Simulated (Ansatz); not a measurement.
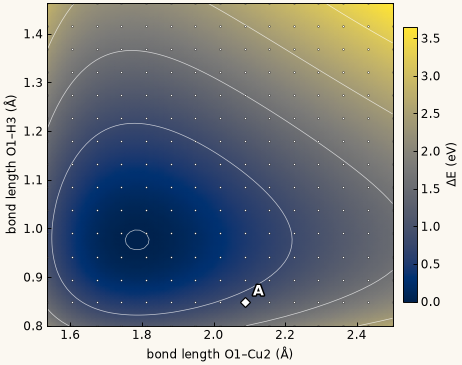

CuHO, SMILES [OH][Cu]. 
- The first coordinate is: bond length O1–Cu2; the second: bond length O1–H3.
- Nothing is relaxed (all other coordinates rigid).
- Grid: 15 × 15 points.
- Energies are in eV, from the lowest grid point.
- The reference is spin-restricted, which grows unreliable where a bond is stretched far.
- The calculation used RKS PBE-D4/def2-TZVP (Ansatz).

Drawn: a smooth colour map with a few white contour lines, dots at the grid points, the point A. Between grid points the surface is interpolated.

Question: Which way does the force act at A, and how strong is it?

Answer: A, at bond length O1–Cu2 = 2.087 Å, bond length O1–H3 = 0.848 Å, is not a stationary point. The computed force is 2.4 eV for each Å towards smaller values of bond length O1–Cu2 and 9.5 eV for each Å towards larger values of bond length O1–H3.
